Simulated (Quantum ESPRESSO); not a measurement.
# Magnetic state of CrBr2 from several starts

A self-consistent run ends on one state, which hangs on the start. Several orders of CrBr2 are started in Quantum ESPRESSO and their energies compared.

Calculated with Quantum ESPRESSO 7.5; LDA; plane waves with GBRV 1.5 LDA potentials, no spin-orbit coupling.

### 1. The starting structure

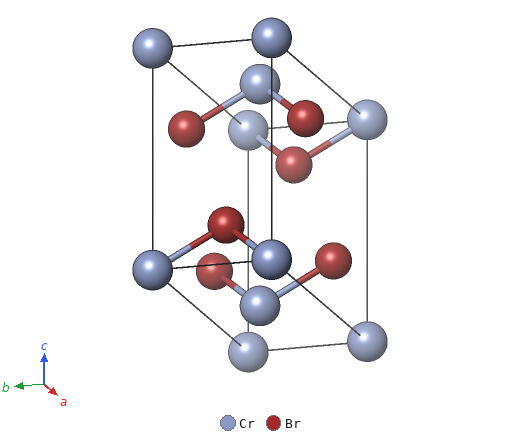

The cell as given, from a free direction (chromium light blue, bromine red). This picture shows the conventional cell, with its axes. Bonds to atoms that aren't drawn are left out. Some periodic images of atoms are drawn too.

The cell comes from Materials Project 2023-11-01, a database of computed structures, and need not be the stable phase.

### 2. Start 1: ferro +

The signs are those of the starting moments on the seeded atoms, the atoms that are given a moment.

File pw.in:

```
&CONTROL
  calculation = 'scf'
  prefix = 'pwscf'
  outdir = './tmp'
  pseudo_dir = './pseudo'
  disk_io = 'nowf'
/
&SYSTEM
  ibrav = 0
  nat = 3
  ntyp = 2
  ecutwfc = 40
  ecutrho = 280
  nbnd = 23
  occupations = 'smearing'
  smearing = 'fd'
  degauss = 0.00999582
  nspin = 2
  starting_magnetization(1) = 0.2143
  starting_magnetization(2) = 0
/
&ELECTRONS
  conv_thr = 6d-09
  electron_maxstep = 150
  mixing_beta = 0.3
/
ATOMIC_SPECIES
Cr     51.9961 cr_lda_v1.5.uspp.F.UPF
Br     79.9040 br_lda_v1.4.uspp.F.UPF
CELL_PARAMETERS angstrom
   3.7446690000   -1.8310550000    0.0000000000
   3.7446690000    1.8310550000    0.0000000000
  -0.7268470000    0.0000000000    6.4659460000
ATOMIC_POSITIONS crystal
Cr      0.0000000000    0.0000000000    0.0000000000
Br      0.6457740000    0.6457740000    0.2332280000
Br      0.3542260000    0.3542260000    0.7667720000
K_POINTS automatic
6 6 6 0 0 0
```

On the command line:

```sh
$ OMP_NUM_THREADS=1 mpirun -n 4 pw.x -nk 4 -in pw.in > pw.out
```

What it wrote:

```text
Program PWSCF v.7.5 starts

     Message from routine setup:
     using ibrav=0 with symmetry is DISCOURAGED, use correct ibrav instead

     K-points division:     npool     =       4
     Subspace diagonalization in iterative solution of the eigenvalue problem:

     G-vector sticks info
     --------------------
     sticks:   dense  smooth     PW     G-vecs:    dense   smooth      PW
     Sum        1087     617    195                47327    20441    3653

     Using Slab Decomposition

     bravais-lattice index     =            0
     lattice parameter (alat)  =       7.8771  a.u.
     unit-cell volume          =     598.3751 (a.u.)^3
     number of atoms/cell      =            3
     number of atomic types    =            2
     number of electrons       =        28.00
     number of Kohn-Sham states=           23
     kinetic-energy cutoff     =      40.0000  Ry
     charge density cutoff     =     280.0000  Ry
     scf convergence threshold =      6.0E-09
     mixing beta               =       0.3000
     number of iterations used =            8  plain     mixing
     Exchange-correlation=  SLA  PZ   NOGX NOGC
                           (   1   1   0   0   0   0   0)

     celldm(1)=   7.877078  celldm(2)=   0.000000  celldm(3)=   0.000000
     celldm(4)=   0.000000  celldm(5)=   0.000000  celldm(6)=   0.000000

     crystal axes: (cart. coord. in units of alat)
               a(1) = (   0.898353  -0.439274   0.000000 )
               a(2) = (   0.898353   0.439274   0.000000 )
               a(3) = (  -0.174372   0.000000   1.551193 )

     reciprocal axes: (cart. coord. in units 2 pi/alat)
               b(1) = (  0.556574 -1.138243  0.062565 )
               b(2) = (  0.556574  1.138243  0.062565 )
               b(3) = ( -0.000000  0.000000  0.644665 )

     PseudoPot. # 1 for Cr read from file:
     cr_lda_v1.5.uspp.F.UPF
     Pseudo is Ultrasoft + core correction, Zval = 14.0
     Generated by new atomic code, or converted to UPF format
     Using radial grid of  857 points,  6 beta functions with:
                l(1) =   0
                l(2) =   0
                l(3) =   1
                l(4) =   1
                l(5) =   2
                l(6) =   2
     Q(r) pseudized with  8 coefficients,  rinner =    0.950   0.950   0.950
                                                       0.950   0.950

     PseudoPot. # 2 for Br read from file:
     br_lda_v1.4.uspp.F.UPF
     Pseudo is Ultrasoft + core correction, Zval =  7.0
     Generated by new atomic code, or converted to UPF format
     Using radial grid of  879 points,  6 beta functions with:
                l(1) =   0
                l(2) =   0
                l(3) =   1
                l(4) =   1
                l(5) =   2
                l(6) =   2
     Q(r) pseudized with  8 coefficients,  rinner =    1.100   1.100   1.100
                                                       1.100   1.100

     atomic species   valence    mass     pseudopotential
     Cr               14.00    51.99610     Cr( 1.00)
     Br                7.00    79.90400     Br( 1.00)

     Starting magnetic structure
     atomic species   magnetization
     Cr              0.214
     Br              0.000

      4 Sym. Ops., with inversion, found

   Cartesian axes

     site n.     atom                  positions (alat units)
         1        Cr     tau(   1) = (   0.0000000   0.0000000   0.0000000  )
         2        Br     tau(   2) = (   1.1195980   0.0000000   0.3617816  )
         3        Br     tau(   3) = (   0.5027366  -0.0000000   1.1894113  )

     number of k points=    68  Fermi-Dirac smearing, width (Ry)=  0.0100
                       cart. coord. in units 2pi/alat
        k(    1) = (   0.0000000   0.0000000   0.0000000), wk =   0.0046296
        k(    2) = (   0.0000000   0.0000000   0.1074442), wk =   0.0092593
        k(    3) = (   0.0000000   0.0000000   0.2148884), wk =   0.0092593
        k(    4) = (   0.0000000   0.0000000  -0.3223326), wk =   0.0046296
        k(    5) = (   0.0927623   0.1897071   0.0104276), wk =   0.0185185
        [... 63 further k-points ...]

     Dense  grid:    47327 G-vectors     FFT dimensions: (  45,  45,  72)

     Smooth grid:    20441 G-vectors     FFT dimensions: (  32,  32,  50)

     Check: negative core charge=   -0.000002
     Generating pointlists ...
     new r_m :   0.2519 (alat units)  1.9839 (a.u.) for type    1
     new r_m :   0.2519 (alat units)  1.9839 (a.u.) for type    2

     Initial potential from superposition of free atoms

     starting charge      27.0000, renormalised to      28.0000

     negative rho (up, down):  6.083E-04 3.927E-04
     Starting wfcs are   18 randomized atomic wfcs +    5 random wfcs

     Self-consistent Calculation

     iteration #  1     ecut=    40.00 Ry     beta= 0.30
     Davidson diagonalization with overlap
     ethr =  1.00E-02,  avg # of iterations =  6.1

     Threshold (ethr) on eigenvalues was too large:
     Diagonalizing with lowered threshold

     Davidson diagonalization with overlap
     ethr =  6.34E-04,  avg # of iterations =  1.7

     negative rho (up, down):  2.211E-04 7.127E-04

     total energy              =    -268.65427801 Ry
     estimated scf accuracy    <       0.19145444 Ry

     total magnetization       =     3.94 Bohr mag/cell
     absolute magnetization    =     3.99 Bohr mag/cell

     iteration #  2     ecut=    40.00 Ry     beta= 0.30
     Davidson diagonalization with overlap
     ethr =  6.84E-04,  avg # of iterations =  2.1

     negative rho (up, down):  0.000E+00 1.243E-03

     total energy              =    -268.67504399 Ry
     estimated scf accuracy    <       0.03092644 Ry

     total magnetization       =     3.99 Bohr mag/cell
     absolute magnetization    =     4.07 Bohr mag/cell

     iteration #  3     ecut=    40.00 Ry     beta= 0.30
     Davidson diagonalization with overlap
     ethr =  1.10E-04,  avg # of iterations =  3.8

     negative rho (up, down):  0.000E+00 3.604E-03

     total energy              =    -268.68302672 Ry
     estimated scf accuracy    <       0.00784198 Ry

     total magnetization       =     4.00 Bohr mag/cell
     absolute magnetization    =     4.10 Bohr mag/cell

     [... further iterations left out ...]

     iteration #  7     ecut=    40.00 Ry     beta= 0.30
     Davidson diagonalization with overlap
     ethr =  3.83E-08,  avg # of iterations =  1.7

     negative rho (up, down):  0.000E+00 4.258E-03

     total energy              =    -268.68381572 Ry
     estimated scf accuracy    <       0.00000201 Ry

     total magnetization       =     4.00 Bohr mag/cell
     absolute magnetization    =     4.15 Bohr mag/cell

     iteration #  8     ecut=    40.00 Ry     beta= 0.30
     Davidson diagonalization with overlap
     ethr =  7.19E-09,  avg # of iterations =  2.0

     negative rho (up, down):  0.000E+00 4.253E-03

     total energy              =    -268.68381623 Ry
     estimated scf accuracy    <       0.00000027 Ry

     total magnetization       =     4.00 Bohr mag/cell
     absolute magnetization    =     4.15 Bohr mag/cell

     iteration #  9     ecut=    40.00 Ry     beta= 0.30
     Davidson diagonalization with overlap
     ethr =  9.73E-10,  avg # of iterations =  2.1

     negative rho (up, down):  0.000E+00 4.250E-03

     total energy              =    -268.68381636 Ry
     estimated scf accuracy    <       0.00000009 Ry

     total magnetization       =     4.00 Bohr mag/cell
     absolute magnetization    =     4.15 Bohr mag/cell

     iteration # 10     ecut=    40.00 Ry     beta= 0.30
     Davidson diagonalization with overlap
     ethr =  3.19E-10,  avg # of iterations =  2.0

     negative rho (up, down):  0.000E+00 4.250E-03

     Magnetic moment per site  (integrated on atomic sphere of radius R)
     atom   1 (R=0.252)  charge= 12.1092  magn=  3.4869
     atom   2 (R=0.252)  charge=  4.8286  magn= -0.0111
     atom   3 (R=0.252)  charge=  4.8286  magn= -0.0111

     End of self-consistent calculation

     Number of k-points >= 100: set verbosity='high' to print the bands.

     the Fermi energy is     4.6158 ev

!    total energy              =    -268.68381640 Ry
     estimated scf accuracy    <          1.7E-09 Ry
     smearing contrib. (-TS)   =      -0.00414844 Ry
     internal energy E=F+TS    =    -268.67966796 Ry

     The total energy is F=E-TS. E is the sum of the following terms:
     one-electron contribution =    -174.27573519 Ry
     hartree contribution      =      94.40262073 Ry
     xc contribution           =     -73.90345370 Ry
     ewald contribution        =    -114.90309980 Ry

     total magnetization       =     4.00 Bohr mag/cell
     absolute magnetization    =     4.16 Bohr mag/cell

     convergence has been achieved in  10 iterations

=------------------------------------------------------------------------------=
   JOB DONE.
=------------------------------------------------------------------------------=
```

The job ended after 32 s (4 MPI ranks of Arm Neoverse V1, shared host; peak memory 0.57 GiB; 2.1 min of CPU time).

Spin moment in the atom's sphere by atom:

```csv
atom,spin moment in the atom's sphere (μB)
Cr1,3.49
Br2,-0.01
Br3,-0.01
```

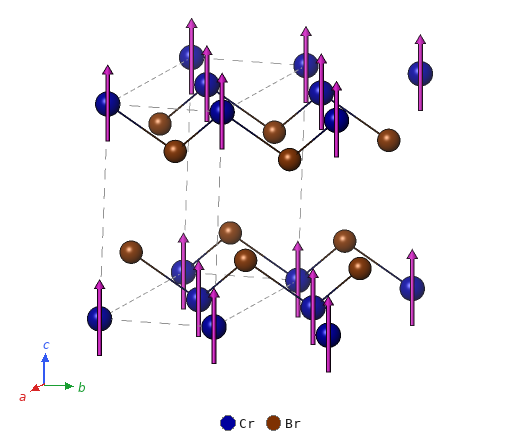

Spin moment in the atom's sphere as arrows, the longest 3.49 μB. Up and down stand for the sign. Arrows give size and sign along the axis of quantisation, drawn up and down the page. Bonds to atoms that aren't drawn are left out. 1×2×1 conventional cells are drawn. Some periodic images of atoms are drawn too.

Numbers from this step:

| Item | Value |
| --- | --- |
| smearing term TS | 0.05644 eV |
| magnetization | 4 μB |
| absolute magnetization | 4.155 μB |
| final state | ferromagnetic |

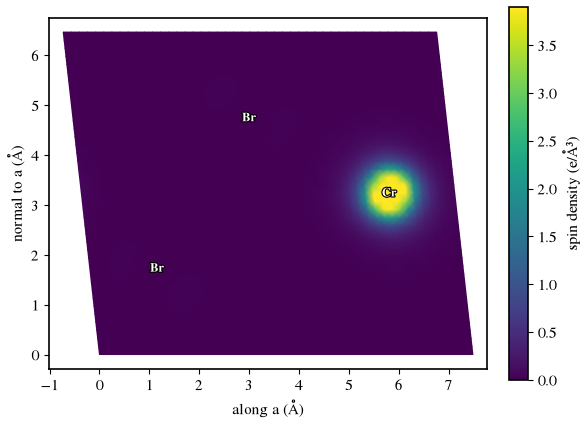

Spin density in the ac plane of the conventional cell at fractional y = 0.000, with atoms of Cr and Br within 0.2 Å of it. The map starts off the cell's origin, so that atoms lie inside it.

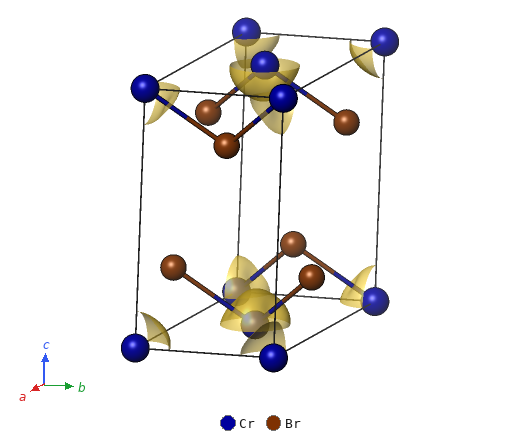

Surface of spin density = 0.29 e/Å³, which holds about 70 % of the integral of its size. Bonds to atoms that aren't drawn are left out.

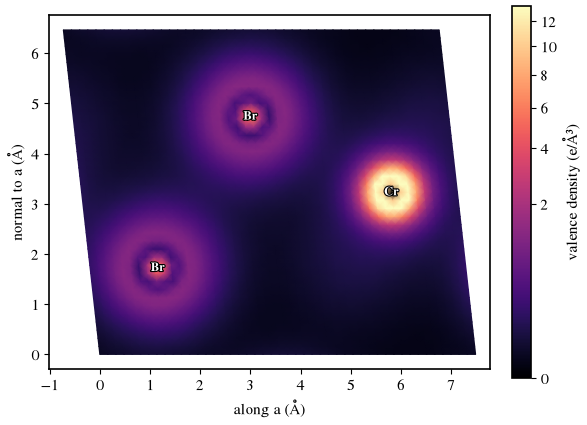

Valence density in the ac plane of the conventional cell at fractional y = 0.000, with atoms of Cr and Br within 0.2 Å of it. It is the smooth field of the valence electrons, not physical close to the nuclei. The map starts off the cell's origin, so that atoms lie inside it. The colour scale is stretched toward low values.

(Part 1 of 3 ends here.)

[Logs and program files are shortened in this print: banners, set-up blocks, solver, clock and traceback lines can be left out without a mark of their own.]

[Logs are printed without paths, hosts, clocks, repeated set-up lines and the standing remarks that a program may print on its own settings, such as how far it seeks lower states.]

[Hosts, paths, dates, database ids (printed as entryN), source tags and the programs' standing remarks are cut or masked in the printed files.]

[Where a cell is said to come from a database of computed structures, the database is the Materials Project.]
